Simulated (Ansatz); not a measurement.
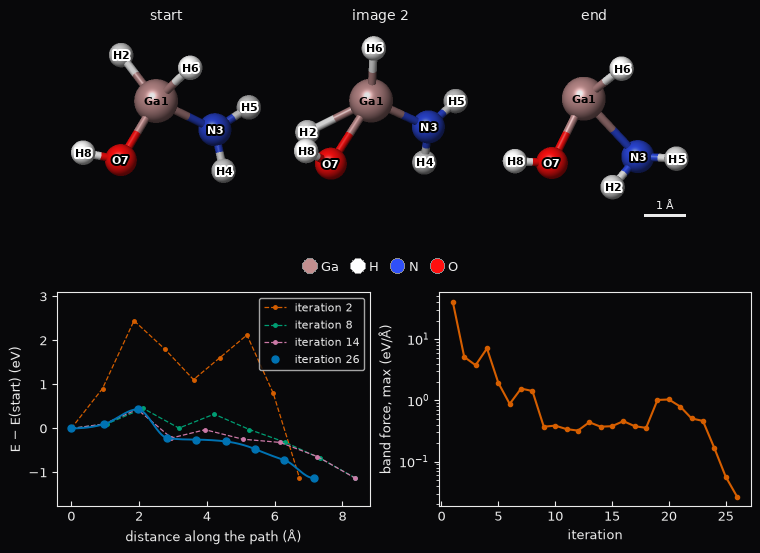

A nudged-elastic-band calculation for GaNH₅O (multiplicity 2). Images are numbered from 0 (start) to 8 (end). The plot follows the band through its iterations. A ball-and-stick model, seen at a tilt.

Theory: UKS LDA/def2-SVP in Ansatz 0.2.0. Settings: 7 movable images; climbing image; force threshold 0.05 eV/Å; iteration limit 60; starting path through a guess of the saddle point.

Did the band converge, and can the barrier be trusted?

The result is final at these settings. The band converged in 26 iterations. The largest component of the band force went from 40 to 0.027 eV/Å. The climbing image converged on the top of the path. Its vibrational analysis gives one imaginary mode (773i cm⁻¹), as a transition state must have. The first iteration put the highest image at 10.01 eV. Forward barrier 0.44 eV, backward barrier 1.56 eV, with image 2 at the top; the reaction energy is −1.13 eV.
